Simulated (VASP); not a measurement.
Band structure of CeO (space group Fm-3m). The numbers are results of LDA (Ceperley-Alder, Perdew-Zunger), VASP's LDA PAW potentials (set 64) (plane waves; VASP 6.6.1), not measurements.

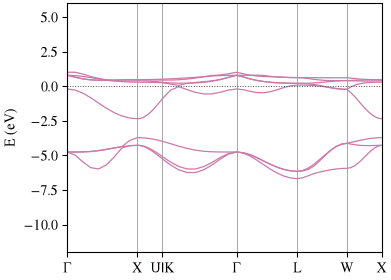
Bands along high-symmetry lines, zero at the valence-band maximum or, without a gap, the Fermi level

Task: Read the plot: is there a gap, and where are the band edges?

Result: It has no gap at this level: it comes out as a metal or semimetal.

The structure comes from a computed database's CeO entry (Fm-3m); how it stands against other phases isn't given here. The cell was not relaxed at this level. The run is not spin-polarised, so no magnetic state was tried.
